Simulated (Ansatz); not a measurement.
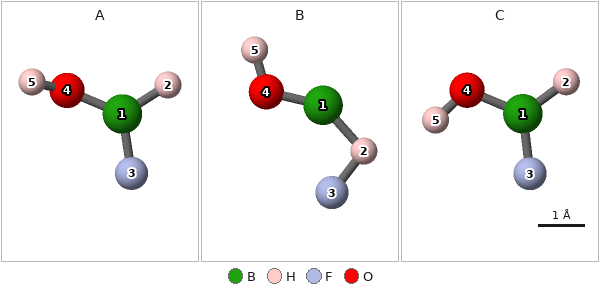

3 geometries from a converged minimum-energy path of BH2OF, shuffled. A ball-and-stick model, seen face on.

Level of theory: Ansatz 0.2.0, RKS PBE0-D4/def2-SVPD. Settings: 5 movable images; climbing image; force threshold 0.05 eV/Å; iteration limit 60; starting path through a guess of the saddle point.

### Which of them lies highest in energy?

B. In order along the path, whose images run from 0 to 6: C (image 0, 0.00 eV), A (image 1, +0.50 eV), B (image 3, +4.46 eV). Breaking: B1–F3 (1.34 → 1.95 at the top → 2.91 Å), B1–H2 (1.20 → 1.36 at the top → 1.96 Å). Forming: H2–F3 (2.19 → 1.16 at the top → 0.95 Å).

The run took 2.3 min on 1 thread of Arm Neoverse V1, with other jobs on the host, peak memory 0.13 GiB.
